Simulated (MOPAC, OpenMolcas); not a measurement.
**How methods differ on GaClF (SMILES [F][Ga][Cl])**

GaClF: 3 atoms, total charge 0, spin state doublet. As SMILES, `[F][Ga][Cl]`. The coordinates come from a PBE0-D4/def2-TZVP relaxation.

```xyz
3

F    -1.4211    0.2959   -0.7548
Ga    0.0664    0.6496    0.1122
Cl    1.3439   -1.0103    0.6293
```

Each level gives the dipole moment (D). The values are calculated.

| level | kind | program | value (D) | CPU time |
| --- | --- | --- | --- | --- |
| AM1 | semi-empirical | MOPAC | 2.63 | under 2 s |
| PM7 | semi-empirical | MOPAC | 2.62 | under 2 s |
| UHF/cc-pVTZ | Hartree–Fock | OpenMolcas | 2.44 | 41 s |
| USVWN5/cc-pVTZ | LDA | OpenMolcas | 1.86 | 57 s |
| UPBE/cc-pVTZ | GGA | OpenMolcas | 1.82 | 73 s |
| UM06-L/cc-pVTZ | meta-GGA | OpenMolcas | 2.00 | 57 s |
| UB3LYP/cc-pVTZ | global hybrid | OpenMolcas | 2.06 | 59 s |
| UBHLYP/cc-pVTZ | global hybrid | OpenMolcas | 2.28 | 57 s |

All-electron rows without a relativistic Hamiltonian named are non-relativistic. The values span 1.82 to 2.63 D. Times are those of the runs behind each value, whatever else they computed, on shared processors of several kinds: orders of magnitude only.

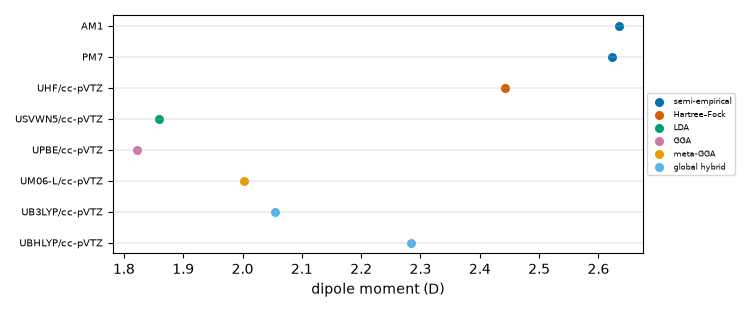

The values of the table, level by level.
